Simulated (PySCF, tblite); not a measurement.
# C16H12BN: electronic excitations, NMR shifts

Wanted: electronic excitations, NMR shifts for C16H12BN (`C1=Cc2ccccc2B2NC=c3ccccc3=C12`).

Programs: tblite 0.8.0 and PySCF 2.14.0, with routines of our own; each step states its level. All values are computed. Atoms count from 0.

### 1 The system as given

30 atoms, charge 0, multiplicity 1; geometry from: force field, distance geometry or constructed start.

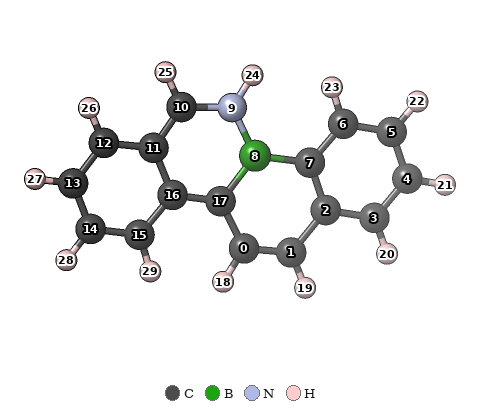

The starting geometry (carbon dark grey, boron green, nitrogen light blue, hydrogen pink).

### 2 Relaxing the molecule with GFN2-xTB

The job: settings as JSON, then the geometry in Å.

```
{"job": {"kind": "relax", "xc": "GFN2-xTB", "basis": "xTB"}, "charge": 0, "multiplicity": 1}
C     -0.192600    -0.191900    -1.912100
C      1.086900    -0.203000    -2.305000
C      2.236500    -0.148800    -1.345900
C      3.542800    -0.163800    -1.851800
C      4.631900    -0.114900    -0.968700
C      4.419700    -0.037800     0.403600
C      3.123200    -0.013200     0.914800
C      2.026800    -0.066500     0.048200
B      0.547600    -0.049300     0.567100
N      0.143300     0.031900     2.025800
C     -1.249600     0.042600     2.340200
C     -2.212500    -0.016500     1.389300
C     -3.556500     0.003500     1.818700
C     -4.592900    -0.054500     0.891900
C     -4.323600    -0.123800    -0.464100
C     -3.005500    -0.147500    -0.914300
C     -1.907800    -0.090400    -0.019600
C     -0.615900    -0.114900    -0.476200
H     -0.924600    -0.236500    -2.702000
H      1.306200    -0.263300    -3.356600
H      3.722900    -0.223400    -2.910300
H      5.640500    -0.129400    -1.364700
H      5.272900     0.009200     1.086000
H      2.984100     0.040300     1.987700
H      0.855200     0.081700     2.788700
H     -1.527100     0.100400     3.392900
H     -3.803000     0.063100     2.866700
H     -5.622000    -0.039000     1.240000
H     -5.137600    -0.172400    -1.175600
H     -2.879700    -0.207100    -1.984900
```

On the command line:

```bash
$ OMP_NUM_THREADS=1 python large_run.py task.json out
```

The driver reads the jobs from task.json and runs them one after another.

The program printed:

```text
step      E/eV     max force
  0   -1211.38011    4.262
  1   -1211.82672    1.538
  2   -1211.92336    0.965
  3   -1212.00331    0.707
  4   -1212.05502    0.546
  5   -1212.08729    0.411
  6   -1212.10109    0.223
  7   -1212.10799    0.204
  8   -1212.11290    0.143
  9   -1212.11602    0.123
 10   -1212.11825    0.127
 11   -1212.11966    0.074
 12   -1212.12060    0.069
 13   -1212.12137    0.066
 14   -1212.12211    0.071
 15   -1212.12264    0.055
 16   -1212.12292    0.034
 17   -1212.12306    0.027
 18   -1212.12318    0.033
 19   -1212.12328    0.028
 20   -1212.12339    0.023
 21   -1212.12352    0.025
 22   -1212.12366    0.027
 23   -1212.12378    0.020
```

Wall time 0.42 s (1 thread of Intel Xeon 6975P-C, shared host); peak memory 0.18 GiB.

Relaxation path:

```csv
step,energy from step 0 (eV),largest force (eV/Å)
0,0.0000,4.2623
1,-0.4466,1.5381
2,-0.5432,0.9652
3,-0.6232,0.7070
4,-0.6749,0.5466
5,-0.7072,0.4110
6,-0.7210,0.2226
7,-0.7279,0.2038
8,-0.7328,0.1434
9,-0.7359,0.1230
10,-0.7381,0.1270
11,-0.7396,0.0743
12,-0.7405,0.0687
13,-0.7413,0.0661
14,-0.7420,0.0709
15,-0.7425,0.0550
16,-0.7428,0.0345
17,-0.7429,0.0269
18,-0.7431,0.0334
19,-0.7432,0.0276
20,-0.7433,0.0230
21,-0.7434,0.0247
22,-0.7435,0.0275
23,-0.7437,0.0199
```

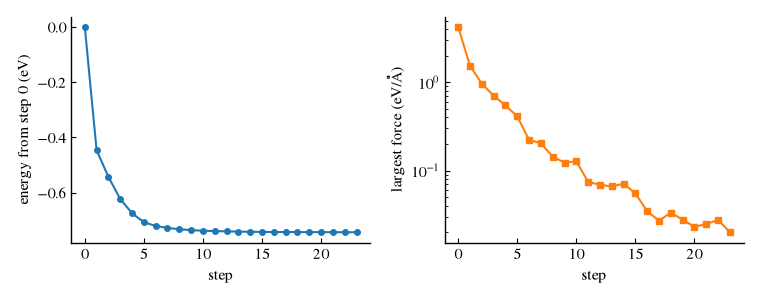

Energy and force, step by step.

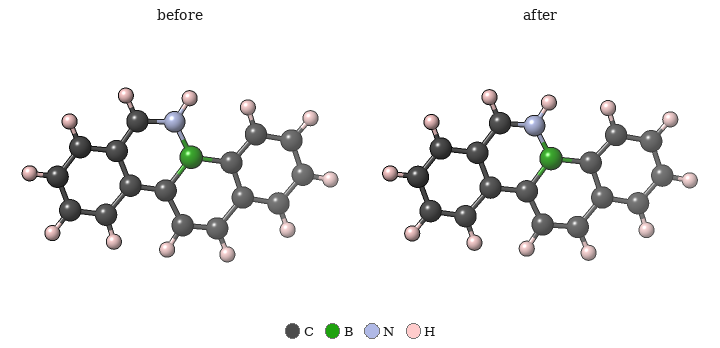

The geometry before (left) and after (right).

Close pairs (by a distance rule), those that changed most:

```csv
bond,before (Å),after (Å),change (Å)
N9–C10,1.428,1.333,-0.095
B8–N9,1.516,1.428,-0.088
C0–C17,1.499,1.422,-0.077
C1–C2,1.498,1.430,-0.068
B8–C17,1.564,1.518,-0.046
C16–C17,1.370,1.412,+0.042
C10–C11,1.355,1.391,+0.037
N9–H24,1.045,1.012,-0.033
```

The next job starts from the end point, and lists it.

### 3 Infrared spectrum with GFN2-xTB

The job: settings as JSON, then the geometry in Å.

```
{"job": {"kind": "ir", "xc": "GFN2-xTB", "basis": "xTB"}, "charge": 0, "multiplicity": 1}
C     -0.194376    -0.186476    -1.850184
C      1.111445    -0.200368    -2.221024
C      2.213090    -0.143753    -1.311184
C      3.523779    -0.164565    -1.811874
C      4.603400    -0.111564    -0.965078
C      4.399711    -0.036423     0.411312
C      3.119181    -0.014965     0.917810
C      1.994089    -0.067337     0.086030
B      0.527928    -0.048527     0.552013
N      0.112498     0.025979     1.915711
C     -1.169897     0.040225     2.278484
C     -2.204088    -0.016684     1.349274
C     -3.551532     0.002236     1.797516
C     -4.585091    -0.051666     0.915600
C     -4.321061    -0.128015    -0.466687
C     -3.040609    -0.148554    -0.932376
C     -1.926630    -0.094553    -0.057408
C     -0.580370    -0.111970    -0.483735
H     -0.940478    -0.234155    -2.631378
H      1.357623    -0.257693    -3.273730
H      3.675836    -0.223375    -2.881248
H      5.609125    -0.128091    -1.361846
H      5.251052     0.004975     1.076090
H      2.985714     0.043786     1.991610
H      0.792579     0.071380     2.663587
H     -1.406393     0.098657     3.334422
H     -3.739171     0.060896     2.860850
H     -5.608001    -0.036800     1.262335
H     -5.150220    -0.170502    -1.158639
H     -2.869944    -0.207352    -1.996350
```

The program printed:

```text
mode    cm-1     km/mol
  1      44.5      0.03
  2      72.4      0.14
  3     125.2      1.47
  4     152.2      0.31
  5     160.6      0.04
  6     202.3      4.58
  7     258.1      0.06
  8     264.2      0.04
  9     346.2      0.61
 10     352.5      0.15
 11     383.8      2.78
 12     425.5      7.55
 13     427.8      0.85
 14     444.1      0.06
 15     465.6      0.05
 16     488.7      2.89
 17     507.5      2.41
 18     530.0      0.15
 19     532.9      3.85
 20     547.1      0.05
 21     612.5      5.74
 22     655.4      3.22
 23     666.1      2.70
 24     694.0     15.96
 25     717.9     13.17
 26     719.6      0.35
 27     733.0      5.49
 28     762.6      0.40
 29     774.4     82.38
 30     822.6     19.62
 31     828.4      0.05
 32     844.5      0.71
 33     849.2      0.58
 34     867.7      0.03
 35     874.6      5.43
 36     876.6      0.97
 37     906.9      0.08
 38     912.4      0.52
 39     914.9      0.15
 40     924.7      0.12
 41     927.3      0.05
 42     999.9      2.61
 43    1076.2      3.65
 44    1079.2      0.97
 45    1095.5      0.44
 46    1153.8      1.00
 47    1171.7      2.68
 48    1179.6      0.51
 49    1185.6      0.20
 50    1199.9      9.11
 51    1217.9      2.13
 52    1223.8     14.47
 53    1236.5      0.15
 54    1249.6      4.35
 55    1260.3      0.06
 56    1268.0     15.17
 57    1315.3      3.64
 58    1324.2     92.10
 59    1345.9      2.07
 60    1376.1      1.82
 61    1384.1     42.31
 62    1398.7      1.64
 63    1427.7     19.29
 64    1431.9      0.02
 65    1451.5     27.50
 66    1479.6      9.51
 67    1513.7      5.86
 68    1534.0      4.95
 69    1548.5     97.84
 70    1578.2      0.40
 71    1597.1      1.88
 72    1614.9      8.62
 73    3030.2     49.96
 74    3036.2     15.56
 75    3045.9      4.84
 76    3055.9      0.35
 77    3061.9     59.14
 78    3062.3     26.55
 79    3065.7    116.06
 80    3071.1     21.15
 81    3077.0    158.06
 82    3085.5    105.34
 83    3097.1     52.68
 84    3397.5      1.52
```

Wall time 3 s (1 thread of Intel Xeon 6975P-C, shared host); peak memory 0.18 GiB.

The strongest bands and the atoms that carry them (share of the mass-weighted mode):

```csv
cm⁻¹,km/mol,atoms
774,82.4,"H24 26 %, H28 15 %, H27 14 %"
1324,92.1,"C17 21 %, N9 11 %, C10 10 %"
1548,97.8,"C10 39 %, C11 19 %"
3062,59.1,"H18 52 %, H19 28 %"
3066,116.1,"H22 42 %, H20 27 %, H21 17 %"
3077,158.1,"H22 41 %, H21 39 %"
3086,105.3,H27 69 %
3097,52.7,H29 79 %
```

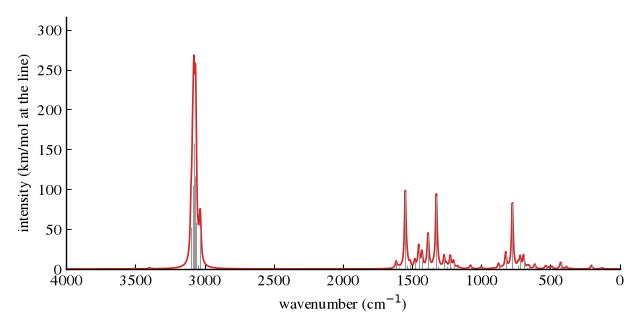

The infrared spectrum from these modes, unscaled. Lines are broadened to a width of 14 cm⁻¹ (Lorentzian).

### 4 Electronic excitations: TDA PBE0/6-31G*

The job, as its differences from that of step 3:

```diff
@@ -1,2 +1,2 @@
-{"job": {"kind": "ir", "xc": "GFN2-xTB", "basis": "xTB"}, "charge": 0, "multiplicity": 1}
+{"job": {"kind": "uv", "basis": "6-31G*", "grid": 1, "kgrid": 0, "vcut": null, "nstates": 8, "ntriplets": 3, "tda": true, "delta": ["ip_vertical"], "pop": true, "xc": "PBE0"}, "charge": 0, "multiplicity": 1}
 C     -0.194376    -0.186476    -1.850184
```

With the program's defaults for keys left out, this is: TDA PBE0/6-31G*, vertical, gas phase, core orbitals frozen in the response.

The program printed:

```text
start: PBE on a coarse grid of 25557 points
cycle   1  E = -695.6757053519  dE =  3.054e+00  |g| = 8.374e-01  |ddm| = 6.542e+00
cycle   2  E = -695.0753837322  dE =  6.003e-01  |g| = 1.560e+00  |ddm| = 3.484e+00
cycle   3  E = -695.7451117167  dE = -6.697e-01  |g| = 6.712e-01  |ddm| = 2.950e+00
cycle   4  E = -695.8921701379  dE = -1.471e-01  |g| = 1.039e-01  |ddm| = 9.216e-01
cycle   5  E = -695.8909944792  dE =  1.176e-03  |g| = 1.210e-01  |ddm| = 2.678e-01
cycle   6  E = -695.8952508856  dE = -4.256e-03  |g| = 2.190e-02  |ddm| = 1.541e-01
cycle   7  E = -695.8953600663  dE = -1.092e-04  |g| = 1.023e-02  |ddm| = 3.499e-02
cycle   8  E = -695.8953890493  dE = -2.898e-05  |g| = 2.705e-03  |ddm| = 1.257e-02
final grid: 112358 points
cycle   9  E = -695.7681523204  dE = -7.768e-03  |g| = 4.226e-02  |ddm| = 9.462e-01
cycle  10  E = -695.7680443039  dE =  1.080e-04  |g| = 4.736e-02  |ddm| = 1.118e-01
cycle  11  E = -695.7686090320  dE = -5.647e-04  |g| = 1.684e-02  |ddm| = 6.900e-02
cycle  12  E = -695.7686939953  dE = -8.496e-05  |g| = 3.323e-03  |ddm| = 2.422e-02
cycle  13  E = -695.7686962862  dE = -2.291e-06  |g| = 1.489e-03  |ddm| = 6.019e-03
cycle  14  E = -695.7686980928  dE = -1.807e-06  |g| = 4.888e-04  |ddm| = 2.034e-03
cycle  15  E = -695.7686968982  dE =  1.195e-06  |g| = 1.436e-04  |ddm| = 7.126e-04
cycle  16  E = -695.7686966558  dE =  2.424e-07  |g| = 5.677e-05  |ddm| = 2.427e-04
converged SCF energy = -695.7686966558
Vertical ionisation energy (delta-SCF) = 6.4499 eV   <S^2> = 0.771

Static polarisability (au): isotropic 207.170, principal 58.838 198.089 364.582

Singlet excitations
state   eV       nm        f      main configurations
  1   3.2649    379.7   0.38686   H->L 0.88
  2   3.6555    339.2   0.06269   H-1->L 0.62, H->L+1 0.31
  3   4.2666    290.6   0.17895   H->L+1 0.49, H-1->L 0.25
  4   4.3274    286.5   0.09471   H->L+2 0.78
  5   4.6148    268.7   0.04078   H-2->L 0.80
  6   5.0383    246.1   0.06756   H-3->L 0.28, H-1->L+1 0.21, H->L+4 0.16
  7   5.1147    242.4   0.04737   H->L+3 0.41, H-4->L 0.39, H-3->L 0.09
  8   5.1622    240.2   0.00005   H-5->L 0.97

Triplet excitations (Tamm-Dancoff, eV): 1.8168 3.0240 3.2484
```

It took 50 s on 1 thread of Intel Xeon 6975P-C, shared host; peak memory 0.61 GiB.

Frontier orbitals and where they lie:

```csv
orbital,eV,atoms
HOMO−4,-7.69,"C12 14 %, C16 13 %, C1 12 %"
HOMO−3,-7.55,"C14 24 %, C11 23 %, N9 11 %"
HOMO−2,-6.95,"C3 23 %, C6 22 %, C7 16 %"
HOMO−1,-6.17,"C0 18 %, C2 14 %, C5 13 %"
HOMO,-5.09,"C1 16 %, C17 13 %, B8 13 %"
LUMO,-1.65,"C10 23 %, N9 14 %, C14 12 %"
LUMO+1,-0.42,"C13 14 %, C4 11 %, C16 10 %"
LUMO+2,-0.03,"C3 19 %, C6 18 %, C0 12 %"
LUMO+3,1.03,"C11 17 %, C10 14 %, C15 13 %"
```

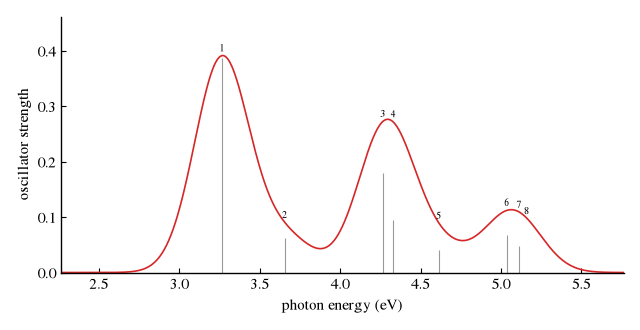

Absorption spectrum from the 8 singlet states computed; above the last one it falls off for lack of states. Lines are broadened to a width of 0.40 eV (Gaussian).

Further results of this job:

```csv
property,computed
dipole moment (D),2.94
polarisability (Å³),30.70
HOMO–LUMO gap (eV),3.44
−ε(HOMO) (eV),5.09
```

### 5 NMR shifts: GIAO PBE0/pcSseg-1

The job, as its differences from that of step 4:

```diff
@@ -1,2 +1,2 @@
-{"job": {"kind": "uv", "basis": "6-31G*", "grid": 1, "kgrid": 0, "vcut": null, "nstates": 8, "ntriplets": 3, "tda": true, "delta": ["ip_vertical"], "pop": true, "xc": "PBE0"}, "charge": 0, "multiplicity": 1}
+{"job": {"kind": "nmr", "basis": "pcSseg-1", "pop": false, "xc": "PBE0"}, "charge": 0, "multiplicity": 1}
 C     -0.194376    -0.186476    -1.850184
```

With the program's defaults for keys left out, this is: GIAO PBE0/pcSseg-1 NMR shielding, non-relativistic, gas phase.

The program printed:

```text
start: PBE on a coarse grid of 25557 points
cycle   1  E = -695.2891179295  dE =  3.021e+00  |g| = 8.249e-01  |ddm| = 6.277e+00
cycle   2  E = -694.6608323055  dE =  6.283e-01  |g| = 1.594e+00  |ddm| = 3.340e+00
cycle   3  E = -695.3601355759  dE = -6.993e-01  |g| = 6.517e-01  |ddm| = 2.801e+00
cycle   4  E = -695.4951231887  dE = -1.350e-01  |g| = 1.056e-01  |ddm| = 8.728e-01
cycle   5  E = -695.4943710777  dE =  7.521e-04  |g| = 1.171e-01  |ddm| = 2.556e-01
cycle   6  E = -695.4982355458  dE = -3.864e-03  |g| = 2.187e-02  |ddm| = 1.424e-01
cycle   7  E = -695.4983393847  dE = -1.038e-04  |g| = 1.051e-02  |ddm| = 3.380e-02
cycle   8  E = -695.4983696553  dE = -3.027e-05  |g| = 2.560e-03  |ddm| = 1.191e-02
final grid: 238935 points
cycle   9  E = -695.6877132027  dE = -9.973e-03  |g| = 4.613e-02  |ddm| = 6.480e-01
cycle  10  E = -695.6875960299  dE =  1.172e-04  |g| = 4.923e-02  |ddm| = 9.669e-02
cycle  11  E = -695.6881755628  dE = -5.795e-04  |g| = 1.797e-02  |ddm| = 7.293e-02
cycle  12  E = -695.6882710098  dE = -9.545e-05  |g| = 4.091e-03  |ddm| = 2.593e-02
cycle  13  E = -695.6882757878  dE = -4.778e-06  |g| = 1.467e-03  |ddm| = 6.910e-03
cycle  14  E = -695.6882750726  dE =  7.152e-07  |g| = 5.312e-04  |ddm| = 1.945e-03
cycle  15  E = -695.6882773366  dE = -2.264e-06  |g| = 1.463e-04  |ddm| = 7.290e-04
cycle  16  E = -695.6882764771  dE =  8.595e-07  |g| = 6.777e-05  |ddm| = 2.902e-04
converged SCF energy = -695.6882764771

GIAO shielding tensors (ppm)
atom      isotropic    diamagn.    paramagn.     s11        s22        s33       span
  0 C       56.373     254.836    -198.463    -47.960     46.646    170.434    218.393
  1 C       52.802     252.441    -199.638    -43.007     55.323    146.091    189.097
  2 C       41.892     255.866    -213.975    -50.165    -11.971    187.811    237.975
  3 C       51.522     245.916    -194.394    -50.200     44.877    159.889    210.089
  4 C       53.583     255.358    -201.775    -56.889     41.107    176.531    233.420
  5 C       58.085     252.428    -194.342    -49.352     46.632    176.976    226.328
  6 C       54.313     252.757    -198.444    -58.952     45.826    176.064    235.016
  7 C       51.464     258.533    -207.069    -29.394    -21.635    205.421    234.815
  8 B       79.516     195.772    -116.256     39.635     65.656    133.257     93.623
  9 N       84.423     329.143    -244.720    -61.399     78.719    235.949    297.348
 10 C       44.491     251.670    -207.179    -34.070     29.514    138.029    172.099
 11 C       59.381     258.375    -198.994    -13.050      4.529    186.664    199.714
 12 C       49.456     244.623    -195.167    -55.667     43.575    160.461    216.128
 13 C       59.354     254.590    -195.235    -47.042     49.346    175.759    222.801
 14 C       51.085     252.631    -201.546    -59.269     38.994    173.529    232.798
 15 C       59.557     248.367    -188.810    -45.672     46.362    177.982    223.653
 16 C       42.171     249.043    -206.873    -42.530    -15.115    184.157    226.688
 17 C       50.465     262.216    -211.752    -46.862     -1.860    200.116    246.978
 18 H       22.691      35.144     -12.453     15.624     23.510     28.940     13.316
 19 H       23.677      33.703     -10.026     17.704     24.452     28.876     11.172
 20 H       23.400      31.151      -7.750     18.170     23.792     28.240     10.070
 21 H       23.648      27.015      -3.367     19.239     24.826     26.879      7.640
 22 H       23.842      28.654      -4.812     19.144     25.071     27.313      8.169
 23 H       22.957      33.447     -10.489     16.266     23.273     29.332     13.067
 24 H       21.343      32.900     -11.556     11.268     25.330     27.430     16.162
 25 H       22.972      31.151      -8.179     15.855     24.648     28.412     12.557
 26 H       23.514      29.592      -6.079     18.475     23.901     28.165      9.690
 27 H       24.062      26.880      -2.817     19.847     25.153     27.187      7.341
 28 H       23.668      28.741      -5.073     19.276     24.486     27.242      7.966
 29 H       22.510      34.470     -11.960     15.369     23.044     29.116     13.747
```

It took 49 s on 1 thread of Intel Xeon 6975P-C, shared host; peak memory 0.77 GiB.

The references, computed at this level on geometries of the same kind, shield at (ppm): 1H TMS 31.72, 13C TMS 186.9, 15N NH3 267.7, 11B BF3·OEt2 100.1. Their shielding less the atom's gives the shift. The references are single molecules in the gas phase, so shifts against H2O, NH3, PH3, H3PO4 or CFCl3 are not on the usual liquid scales and can be off by tens of ppm.

```csv
atoms,environment,σ (ppm),δ (ppm),δ scaled to CDCl3
C2,substituted aromatic carbon,41.9,145.0,139.6
C16,substituted aromatic carbon,42.2,144.8,139.4
C10,"carbon bonded to C, N, H, in a 6-membered ring",44.5,142.4,137.1
C12,aromatic CH,49.5,137.5,132.3
C17,"carbon bonded to 2 C, B, in a 6-membered ring",50.5,136.5,131.3
C14,aromatic CH,51.1,135.8,130.7
C7,substituted aromatic carbon,51.5,135.5,130.3
C3,aromatic CH,51.5,135.4,130.2
C1,alkene CH,52.8,134.1,129.0
C4,aromatic CH,53.6,133.3,128.2
C6,aromatic CH,54.3,132.6,127.5
C0,alkene CH,56.4,130.6,125.5
C5,aromatic CH,58.1,128.8,123.8
C13,aromatic CH,59.4,127.6,122.6
C11,substituted aromatic carbon,59.4,127.5,122.6
C15,aromatic CH,59.6,127.4,122.4
H24,"hydrogen on a nitrogen bonded to C, B, in a 6-membered ring",21.34,10.37,–
H29,hydrogen on an aromatic CH,22.51,9.21,8.79
H18,hydrogen on an alkene CH,22.69,9.03,8.61
H23,hydrogen on an aromatic CH,22.96,8.76,8.36
H25,"hydrogen on a carbon bonded to C, N, in a 6-membered ring",22.97,8.75,8.35
H20,hydrogen on an aromatic CH,23.40,8.32,7.95
H26,hydrogen on an aromatic CH,23.51,8.20,7.84
H21,hydrogen on an aromatic CH,23.65,8.07,7.71
H28,hydrogen on an aromatic CH,23.67,8.05,7.69
H19,hydrogen on an alkene CH,23.68,8.04,7.69
H22,hydrogen on an aromatic CH,23.84,7.87,7.53
H27,hydrogen on an aromatic CH,24.06,7.65,7.32
B8,"boron bonded to 2 C, N, in a 6-membered ring",79.5,20.6,–
N9,"nitrogen bonded to C, B, H, in a 6-membered ring",84.4,183.3,–
```

The scaled column applies a straight-line fit of computed shieldings to shifts measured in CDCl3 (root-mean-square error 0.16 ppm for H, 1.9 ppm for C).

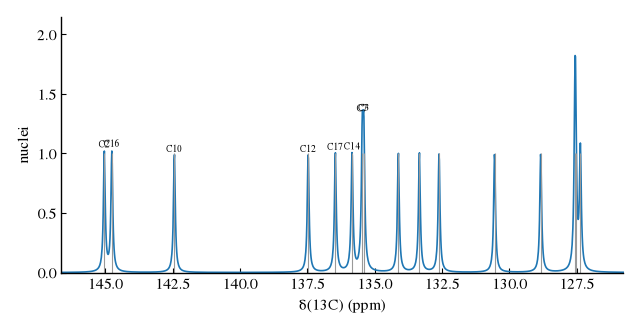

13C lines at the computed shifts, without couplings. Lines are broadened to a width of 0.08 ppm (Lorentzian).

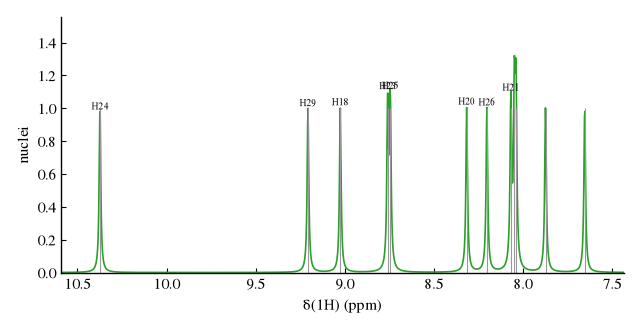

1H lines at the computed shifts, without couplings. Lines are broadened to a width of 0.01 ppm (Lorentzian).

Ring of atoms C0, C1, C2, C7, B8, C17: NICS(0) -3.6, NICS(1) -7.3, NICS(1)zz -16.4 ppm (means of both faces).

Ring of atoms C2, C3, C4, C5, C6, C7: NICS(0) -8.4, NICS(1) -11.7, NICS(1)zz -29.8 ppm (means of both faces).

Ring of atoms B8, N9, C10, C11, C16, C17: NICS(0) -8.3, NICS(1) -10.4, NICS(1)zz -26.1 ppm (means of both faces).

### 6 Summary of results

```
                                   quantity                                                                                                          value
  strongest single infrared mode (GFN2-xTB)                                                                                          3077 cm⁻¹, 158 km/mol
               zero-point energy (GFN2-xTB)                                                                                                 145.3 kcal/mol
               lowest singlet (PBE0/6-31G*)                                                                                    3.26 eV (380 nm), f = 0.387
                             lowest triplet                                                                                                        1.82 eV
          vertical ionisation energy (ΔSCF)                                                                                                        6.45 eV
     13C shifts against TMS (PBE0/pcSseg-1)  145.0, 144.8, 142.4, 137.5, 136.5, 135.8, 135.5, 135.4, 134.1, 133.3, 132.6, 130.6, 128.8, 127.6 ppm and more
      1H shifts against TMS (PBE0/pcSseg-1)                                    10.37, 9.21, 9.03, 8.76, 8.75, 8.32, 8.20, 8.07, 8.05, 8.04, 7.87, 7.65 ppm
11B shifts against BF3·OEt2 (PBE0/pcSseg-1)                                                                                                       20.6 ppm
     15N shifts against NH3 (PBE0/pcSseg-1)                                                                                                      183.3 ppm
```

In words: No mode is imaginary among the 84: a minimum at this level. The strongest single mode, at 3077 cm⁻¹, moves mainly H22 and H21. Unscaled tight-binding wavenumbers are off by several per cent, some by more. Its intensities can rank the bands wrongly. The first singlet state (HOMO→LUMO 0.88) lies at 3.26 eV and is bright. The lowest triplet lies 1.45 eV below the lowest singlet. ΔSCF puts the ionisation energy at 6.45 eV, 1.36 eV above −ε(HOMO). At PBE0/pcSseg-1: The widest tensor belongs to N9: span 297 ppm, with a paramagnetic part of -245 ppm. NICS(1)zz of -16 ppm above the planar ring from C0 marks a diatropic (aromatic) ring current. NICS(1)zz of -30 ppm above the planar ring from C2 marks a diatropic (aromatic) ring current. NICS(1)zz of -26 ppm above the planar ring from B8 marks a diatropic (aromatic) ring current.
